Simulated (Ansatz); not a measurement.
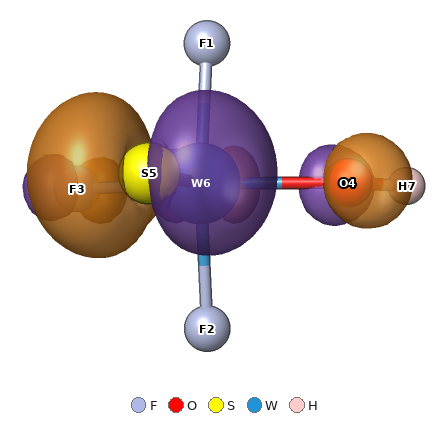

The picture shows: F3HOSW. One frontier orbital at ±0.15 Å⁻³ᐟ² (orange and purple are the two phases), seen across its widest extent.

Geometry: PBE0-D4/def2-SVP; core potentials replace the inner electrons of W.

These are results of isolated molecule in a Gaussian basis; Kohn-Sham density functional theory, functional PBE0 in Ansatz, not measurements.

Input file:

```
crystal:
  periodic: [false, false, false]
  atoms:
    - {symbol: F, position_ang: [1.838142, 0.291307, -0.240313]}
    - {symbol: F, position_ang: [-1.690968, -0.101400, -0.775941]}
    - {symbol: F, position_ang: [0.077309, 1.467046, -1.539846]}
    - {symbol: O, position_ang: [0.058486, -1.372859, 0.665525]}
    - {symbol: S, position_ang: [-0.408666, 1.577434, 1.583604]}
    - {symbol: W, position_ang: [-0.019908, 0.333414, -0.066763]}
    - {symbol: H, position_ang: [0.206805, -2.262943, 0.327933]}
basis:
  gaussian:
    orbitals: def2-TZVPD
hamiltonian:
  xc: pbe0
output:
  forces: true
  orbitals: {seedname: orbitals}
```

Run with:

```sh
ansatz run input.yaml --threads 2 --pin off --max-ram 5220MiB --events-out events.jsonl --progress --plain --runs-dir runs
```

**Which orbital is it: HOMO or LUMO?**

The HOMO, at −8.80 eV. Its weight (Hirshfeld) is mainly on S5 (about 65 %), W6 (about 15 %) and O4 (about 10 %); largely a lone pair of S5.
